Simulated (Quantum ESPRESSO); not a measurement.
**Magnetic state of La2Fe2S2O3 from several starts**

A self-consistent run ends on one state, which hangs on the start. Several orders of La2Fe2S2O3 are started in Quantum ESPRESSO and their energies compared.

Calculated with Quantum ESPRESSO 7.5; PBE with U = 4.5 eV on Fe d (ortho-atomic projectors); plane waves with GBRV 1.5 PBE potentials, no spin-orbit coupling.

Experimental background.

For La2Fe2O3S2, tetragonal layered oxychalcogenide (solid-state synthesised powder, 4 K), “Magnetic and Structural Properties of the Iron Oxychalcogenides La2O2Fe2OM2 (M= S, Se)” (2018, arxiv:1801.00342) gives, by neutron powder diffraction, magnetic Rietveld: moment (ordered Fe2+ moment) 2.32 ± 0.04 μB [moment depends on the assumed non-collinear AFM3 magnetic model].

Report form: the programs' logs are mostly left out.

### 1. Set-up

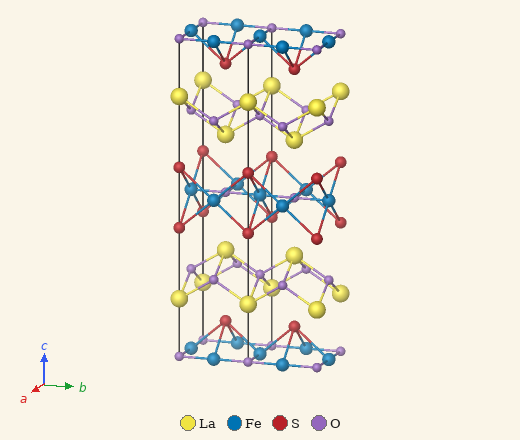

The cell as given, slightly off an axis (lanthanum yellow, iron blue, sulfur red, oxygen purple). 1×2×1 cells are drawn. This picture shows the conventional cell, with its axes. Some periodic images of atoms are drawn too.

Coordinates:

```cif
data_structure
_symmetry_space_group_name_H-M 'I4/mmm'
_symmetry_Int_Tables_number 139
_cell_length_a 4.0478
_cell_length_b 4.0478
_cell_length_c 18.1844
_cell_angle_alpha 90.000
_cell_angle_beta 90.000
_cell_angle_gamma 90.000
_cell_volume 297.94
loop_
_atom_site_label
_atom_site_type_symbol
_atom_site_symmetry_multiplicity
_atom_site_Wyckoff_symbol
_atom_site_fract_x
_atom_site_fract_y
_atom_site_fract_z
_atom_site_occupancy
La1 La 4 e 0.00000 0.00000 0.18180 1
Fe1 Fe 4 c 0.00000 0.50000 0.00000 1
S1 S 4 e 0.00000 0.00000 0.40492 1
O1 O 4 d 0.00000 0.50000 0.25000 1
O2 O 2 a 0.00000 0.00000 0.00000 1
```

The cell comes from Materials Project 2023-11-01, a database of computed structures, and need not be the stable phase.

### 2. Run 1, typed as ferro ++

The signs are those of the starting moments on the seeded atoms, the atoms that are given a moment.

pw.in reads:

```
&CONTROL
  calculation = 'scf'
  prefix = 'pwscf'
  outdir = './tmp'
  pseudo_dir = './pseudo'
  disk_io = 'nowf'
/
&SYSTEM
  ibrav = 0
  celldm(1) = 8
  nat = 9
  ntyp = 4
  ecutwfc = 40
  ecutrho = 280
  nbnd = 59
  occupations = 'smearing'
  smearing = 'fd'
  degauss = 0.00367493
  nspin = 2
  starting_magnetization(1) = 0
  starting_magnetization(2) = 0.25
  starting_magnetization(3) = 0
  starting_magnetization(4) = 0
/
&ELECTRONS
  conv_thr = 1.8d-08
  electron_maxstep = 150
  mixing_beta = 0.3
/
ATOMIC_SPECIES
La    138.9055 la_pbe_v1.uspp.F.UPF
Fe     55.8450 fe_pbe_v1.5.uspp.F.UPF
S      32.0600 s_pbe_v1.4.uspp.F.UPF
O      15.9990 o_pbe_v1.2.uspp.F.UPF
CELL_PARAMETERS alat
  -0.4780716549912    0.4780716549912    2.1477261805371
   0.4780716549912   -0.4780716549912    2.1477261805371
   0.4780716549912    0.4780716549912   -2.1477261805371
ATOMIC_POSITIONS crystal
La      0.1818010000    0.1818010000    0.0000000000
La      0.8181990000    0.8181990000    0.0000000000
Fe      0.5000000000    0.0000000000    0.5000000000
Fe      0.0000000000    0.5000000000    0.5000000000
S       0.4049150000    0.4049150000    0.0000000000
S       0.5950850000    0.5950850000    0.0000000000
O       0.7500000000    0.2500000000    0.5000000000
O       0.2500000000    0.7500000000    0.5000000000
O       0.0000000000    0.0000000000    0.0000000000
K_POINTS automatic
8 8 8 0 0 0
HUBBARD {ortho-atomic}
U Fe-3d 4.5000
```

Command:

```sh
$ OMP_NUM_THREADS=1 mpirun -n 4 pw.x -nk 4 -in pw.in > pw.out
```

Run time: 19 min. Hardware: 4 MPI ranks of Intel Xeon 6975P-C (Granite Rapids), shared host; peak memory 2.1 GiB.

Spin moment in the atom's sphere by atom:

```
atom  spin moment in the atom's sphere (μB)
 La1                                   0.01
 La2                                   0.01
 Fe3                                   3.36
 Fe4                                   3.36
  S5                                   0.11
  S6                                   0.11
  O7                                   0.01
  O8                                   0.01
  O9                                   0.19
```

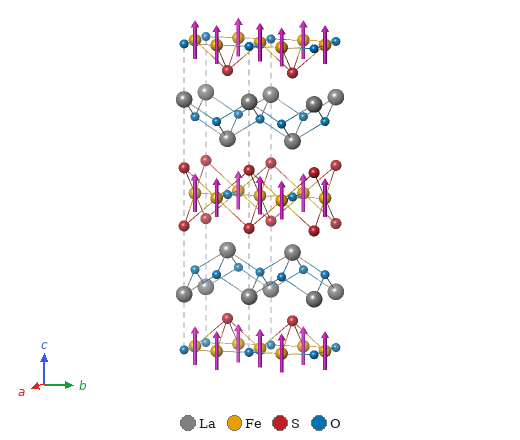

Spin moment in the atom's sphere as arrows, the longest 3.36 μB. Up and down stand for the sign. Arrows give size and sign along the axis of quantisation, drawn up and down the page. 1×2×1 conventional cells are drawn. Some periodic images of atoms are drawn too.

Read from the output:

```yaml
smearing_term_ts: 1.64e-8 eV
magnetization: 8 μB
absolute_magnetization: 8.044 μB
final_state: ferromagnetic
```

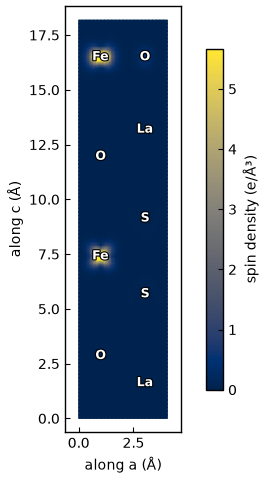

Spin density in the ac plane of the conventional cell at fractional y = 0.000, with atoms of La and Fe and S and O within 0.2 Å of it. The map starts off the cell's origin, so that atoms lie inside it.

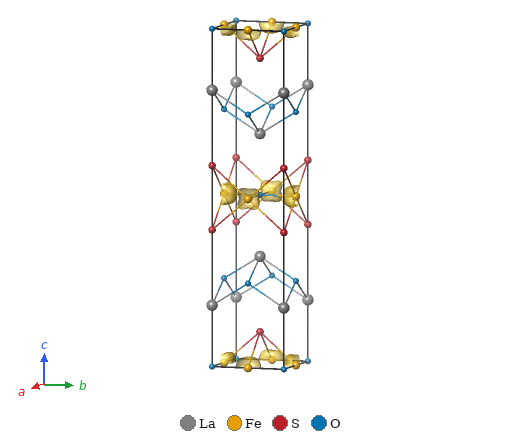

Surface of spin density = 0.61 e/Å³, which holds about 70 % of the integral of its size.

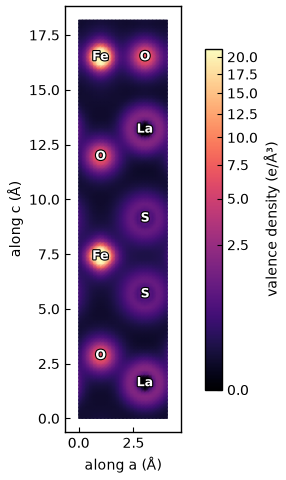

Valence density in the ac plane of the conventional cell at fractional y = 0.000, with atoms of La and Fe and S and O within 0.2 Å of it. It is the smooth field of the valence electrons, not physical close to the nuclei. The map starts off the cell's origin, so that atoms lie inside it. The colour scale is stretched toward low values.

### 3. Run 2, typed as antiferro +−

pw.in, as its differences from that of step 2:

```diff
@@ -11,6 +11,6 @@
   nat = 9
-  ntyp = 4
+  ntyp = 5
   ecutwfc = 40
   ecutrho = 280
-  nbnd = 59
+  nbnd = 55
   occupations = 'smearing'
@@ -21,4 +21,5 @@
   starting_magnetization(2) = 0.25
-  starting_magnetization(3) = 0
+  starting_magnetization(3) = -0.25
   starting_magnetization(4) = 0
+  starting_magnetization(5) = 0
 /
@@ -31,3 +32,4 @@
 La    138.9055 la_pbe_v1.uspp.F.UPF
-Fe     55.8450 fe_pbe_v1.5.uspp.F.UPF
+Fe1    55.8450 fe_pbe_v1.5.uspp.F.UPF
+Fe2    55.8450 fe_pbe_v1.5.uspp.F.UPF
 S      32.0600 s_pbe_v1.4.uspp.F.UPF
@@ -41,4 +43,4 @@
 La      0.8181990000    0.8181990000    0.0000000000
-Fe      0.5000000000    0.0000000000    0.5000000000
-Fe      0.0000000000    0.5000000000    0.5000000000
+Fe1     0.5000000000    0.0000000000    0.5000000000
+Fe2     0.0000000000    0.5000000000    0.5000000000
 S       0.4049150000    0.4049150000    0.0000000000
@@ -51,2 +53,3 @@
 HUBBARD {ortho-atomic}
-U Fe-3d 4.5000
+U Fe1-3d 4.5000
+U Fe2-3d 4.5000
```

Elapsed: 25 min, on 4 MPI ranks; peak memory 2.4 GiB; 1.6 h of CPU time.

Spin moment in the atom's sphere by atom:

```
atom  spin moment in the atom's sphere (μB)
 La1                                   0.00
 La2                                   0.00
 Fe3                                   3.33
 Fe4                                  -3.33
  S5                                   0.00
  S6                                   0.00
  O7                                   0.00
  O8                                   0.00
  O9                                   0.00
```

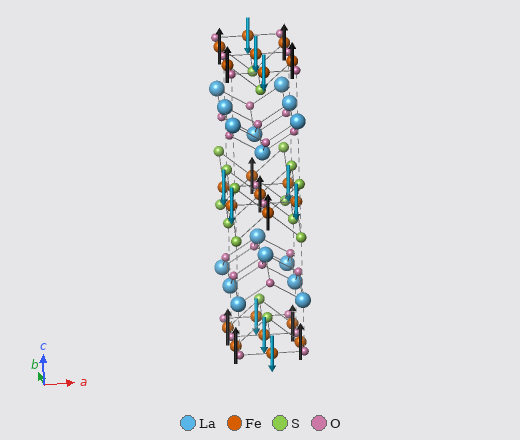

Spin moment in the atom's sphere as arrows, the longest 3.33 μB. Up and down stand for the sign. Arrows give size and sign along the axis of quantisation, drawn up and down the page. The two directions have two colours. 1×2×1 conventional cells are drawn. Some periodic images of atoms are drawn too.

This step gave:

```
smearing term TS       : 2.40e-12 eV
magnetization          : 0 μB
absolute magnetization : 7.606 μB
final state            : antiferromagnetic
```

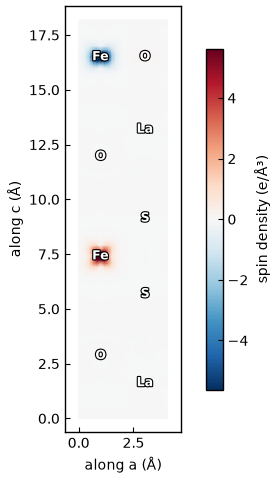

Spin density in the ac plane of the conventional cell at fractional y = 0.000, with atoms of La and Fe and S and O within 0.2 Å of it. The map starts off the cell's origin, so that atoms lie inside it.

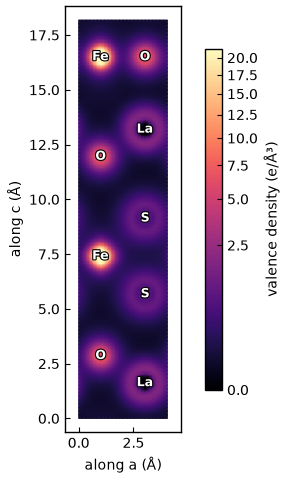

Valence density in the ac plane of the conventional cell at fractional y = 0.000, with atoms of La and Fe and S and O within 0.2 Å of it. It is the smooth field of the valence electrons, not physical close to the nuclei. The map starts off the cell's origin, so that atoms lie inside it. The colour scale is stretched toward low values.

### 4. Start 3: no spin polarisation

pw.in, as its differences from that of step 3:

```diff
@@ -11,3 +11,3 @@
   nat = 9
-  ntyp = 5
+  ntyp = 4
   ecutwfc = 40
@@ -18,8 +18,2 @@
   degauss = 0.00367493
-  nspin = 2
-  starting_magnetization(1) = 0
-  starting_magnetization(2) = 0.25
-  starting_magnetization(3) = -0.25
-  starting_magnetization(4) = 0
-  starting_magnetization(5) = 0
 /
@@ -32,4 +26,3 @@
 La    138.9055 la_pbe_v1.uspp.F.UPF
-Fe1    55.8450 fe_pbe_v1.5.uspp.F.UPF
-Fe2    55.8450 fe_pbe_v1.5.uspp.F.UPF
+Fe     55.8450 fe_pbe_v1.5.uspp.F.UPF
 S      32.0600 s_pbe_v1.4.uspp.F.UPF
@@ -43,4 +36,4 @@
 La      0.8181990000    0.8181990000    0.0000000000
-Fe1     0.5000000000    0.0000000000    0.5000000000
-Fe2     0.0000000000    0.5000000000    0.5000000000
+Fe      0.5000000000    0.0000000000    0.5000000000
+Fe      0.0000000000    0.5000000000    0.5000000000
 S       0.4049150000    0.4049150000    0.0000000000
@@ -53,3 +46,2 @@
 HUBBARD {ortho-atomic}
-U Fe1-3d 4.5000
-U Fe2-3d 4.5000
+U Fe-3d 4.5000
```

It took 13 min on 4 MPI ranks; peak memory 1.6 GiB.

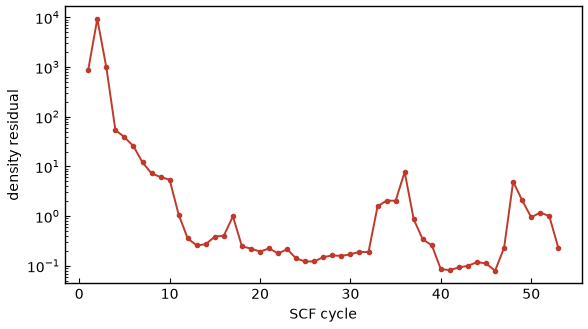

Residual by cycle in this run.

The run was cut off at its time limit.

After 53 cycles the residual stands at 0.23.

### 5. Ranking

An order is kept where moments of 0.15 μB or more survive with the typed signs; meshes match where a doubled cell samples the same k points as the first cell.

Orders:

```
       start        final state  typed order kept  energy over the lowest (meV a seeded atom)  largest site moment (μB)  net moment (μB a cell of the first run)  mesh matched  CPU time (s)
    ferro ++      ferromagnetic               yes                                          60                     3.357                                        8           yes          4485
antiferro +-  antiferromagnetic               yes                                           0                     3.329                                        0           yes          5938
```

### 6. Occupations of the corrected shells in the lowest state

Occupations of the Hubbard shells:

```
block  type  shell  spin  electrons             occupation numbers
    3   Fe1     3d    up      4.914  0.975 0.979 0.981 0.987 0.992
    3   Fe1     3d  down      1.242  0.036 0.041 0.085 0.134 0.946
    4   Fe2     3d    up      1.242  0.036 0.041 0.085 0.134 0.946
    4   Fe2     3d  down      4.914  0.975 0.979 0.981 0.987 0.992
```

### 7. What came out

```
lowest state found      : antiferromagnetic (from antiferro +-)
largest site moment     : 3.33 μB
next state with moments : ferromagnetic, 60.0 meV a seeded atom higher
```

This is the lowest of 2 collinear or spinless starts, no proof of the ground state. 1 further start did not converge. A computed site moment is spin alone and hangs on the region that is counted: the program's spheres do not touch and miss the tail of the moment. Measured moments hold any orbital part as well, and belong to the order of the sample, which need not be the order of this run.

Calculation against experiment:

```
        quantity  measured   in the sphere  projected shell
moment (Fe) (μB)      2.32  3.33 (+43.5 %)   3.67 (+58.3 %)
```

Measured values from arxiv:1801.00342 (2018).

**Verdict.** For the moment, of the levels listed nearest comes in the sphere (+43.5 %) and farthest projected shell (+58.3 %). No cell relaxation is part of this session.

[Logs and program files are shortened in this print: banners, set-up blocks, solver, clock and traceback lines can be left out without a mark of their own.]

[Logs are printed without paths, hosts, clocks, repeated set-up lines and the standing remarks that a program may print on its own settings, such as how far it seeks lower states.]

[Hosts, paths, dates, database ids (printed as entryN), source tags and the programs' standing remarks are cut or masked in the printed files.]

[Where a cell is said to come from a database of computed structures, the database is the Materials Project.]
